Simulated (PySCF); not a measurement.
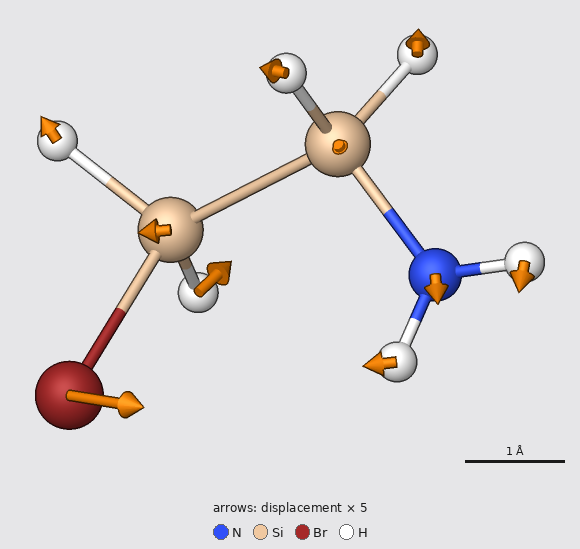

This is a relaxation of Si$_{2}$NH$_{6}$Br. The starting structure is drawn; orange arrows show the displacements, magnified 5 times. The two geometries are superimposed by the best rigid fit.

The picture is a ball-and-stick view, seen at a tilt.

The start comes from GFN2-xTB. Its atoms were then displaced at random by about 0.01 Å.

Theory: PBE0-D3(BJ)/def2-SVP geometry optimisation, gas phase (PySCF 2.14.0, density-fitted response routines). 

Question: What happened in the run?

Answer: After 4 geometry steps the energy has fallen by 5.40 kcal/mol. The largest move after the best rigid fit is that of the Br atom, 0.20 Å. Largest moves by element: Br 0.20 Å, H 0.12 Å, Si 0.07 Å, N 0.07 Å. Among the contacts that change: H–Si 1.441 → 1.493 Å, Si–Si 2.292 → 2.343 Å, N–Si 1.690 → 1.732 Å, H–Si 1.474 → 1.503 Å. Among the angles between lasting bonds that change: Si–Si–H 120.4° → 113.4°, Br–Si–H 100.3° → 107.1°, Si–Si–Br 111.0° → 105.1°.
